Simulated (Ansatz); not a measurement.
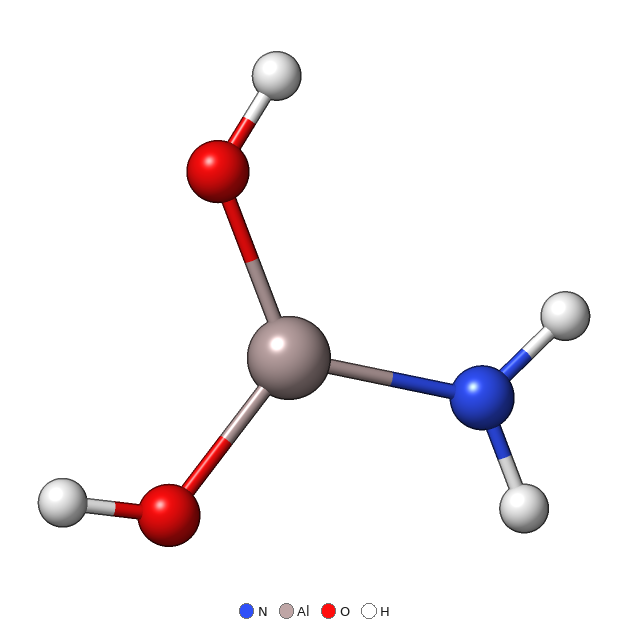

Give the formula.

AlH4NO2, 8 atoms: 1 aluminium, 4 hydrogen, 1 nitrogen and 2 oxygen.

Which point group does it belong to?

Cs.

What is its SMILES?

[NH2][Al]([OH])[OH]

More results for the same structure follow; atom numbers are the same in all pictures, views and colours differ. The computed structure is the end point of a PBE0-D4/def2-TZVP optimisation.

Electronic properties

Level of theory: RKS PBE0-D4/def2-QZVPP (Ansatz 0.2.0).

What is the LUMO energy (Kohn–Sham orbital)?

−0.43 eV.

Give the dispersion correction at this level.

−9.8 kJ/mol.

What is the HOMO energy (Kohn–Sham orbital)?

−7.42 eV.

Dipole moment

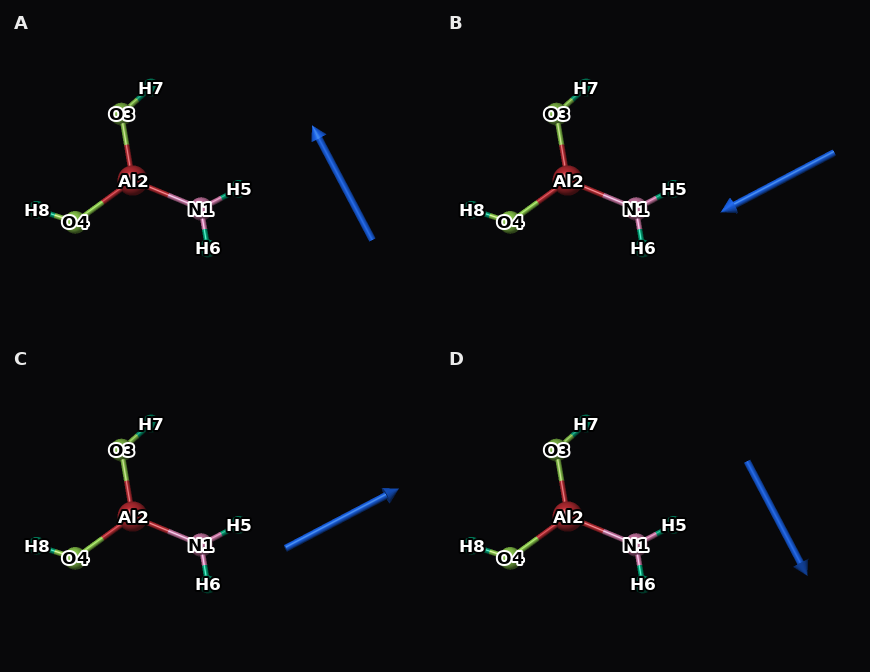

The same molecule four times, each with an arrow. Properties computed with RKS PBE0-D4/def2-TZVP (Ansatz 0.2.0).

Which arrow points along the dipole moment, from the negative to the positive end?

C. The dipole moment is 1.68 D; it points from the side of H8 to the side of H5 (the outermost atoms at the two ends).

Thermal motion

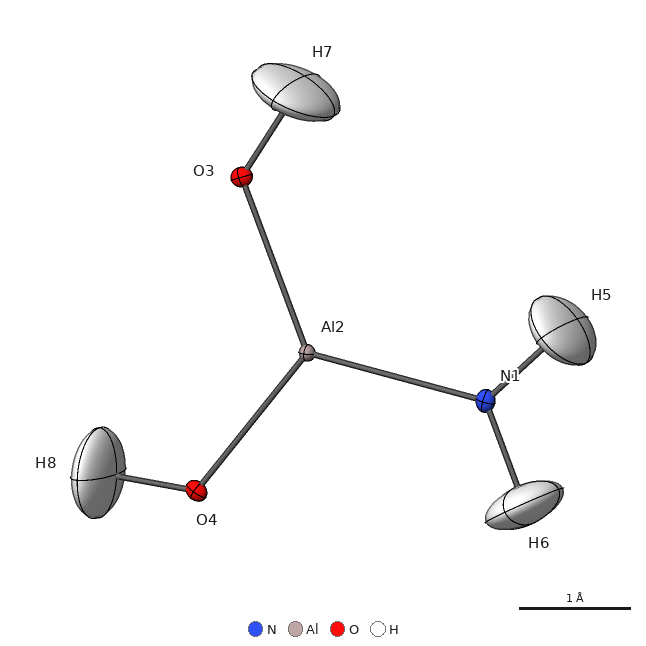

Displacement ellipsoids at the 50 % level, enlarged 1.5 times, from the internal vibrations of the free molecule (harmonic, no overall translation or rotation; no half-axis is drawn under 0.075 Å). Vibrations computed with RKS PBE0-D4/def2-TZVP (Ansatz 0.2.0). Temperature: 100 K.

Which atom has the largest mean-square displacement?

H7, with U_eq = 0.0331 Å².

Does H7 move more along its bond or across it?

Across it: the root-mean-square amplitude is 0.076 Å along the bond and up to 0.250 Å across, since bending and torsion are softer than stretching.

Give the displacement parameters, one line for each set of equivalent atoms.

| atom | U_eq (Å²) | rms amplitudes (Å) |
| --- | --- | --- |
| N1 | 0.0016 | 0.034, 0.039, 0.045 |
| Al2 | 0.0010 | 0.028, 0.029, 0.038 |
| O3 | 0.0014 | 0.028, 0.038, 0.045 |
| O4 | 0.0014 | 0.027, 0.038, 0.046 |
| H5 | 0.0279 | 0.078, 0.156, 0.231 |
| H6 | 0.0253 | 0.077, 0.157, 0.212 |
| H7 | 0.0331 | 0.075, 0.177, 0.250 |
| H8 | 0.0298 | 0.075, 0.176, 0.229 |

Charges

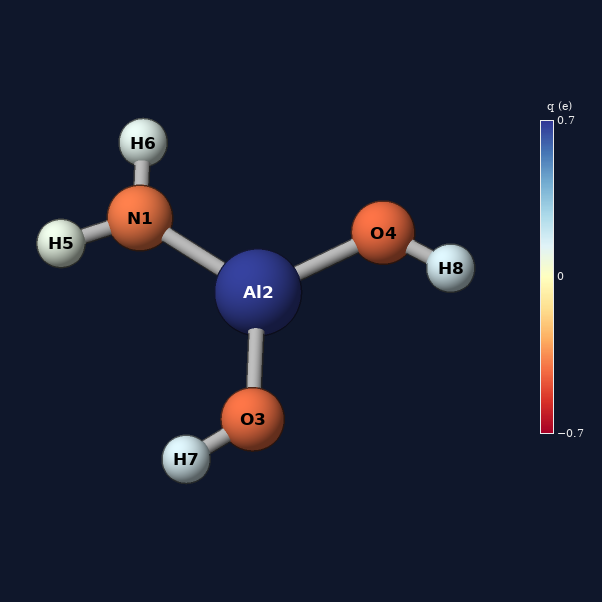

Atoms are coloured by their Mulliken charges. Method: RKS ωB97M-V/def2-TZVPP (Ansatz 0.2.0).

Give the Mulliken charges atom by atom.

| atom | value (e) |
| --- | --- |
| N1 | −0.39 |
| Al2 | 0.67 |
| O3 | −0.41 |
| O4 | −0.41 |
| H5 | 0.10 |
| H6 | 0.12 |
| H7 | 0.15 |
| H8 | 0.16 |

Mulliken values depend strongly on the basis set and can even reverse the polarity of a bond.
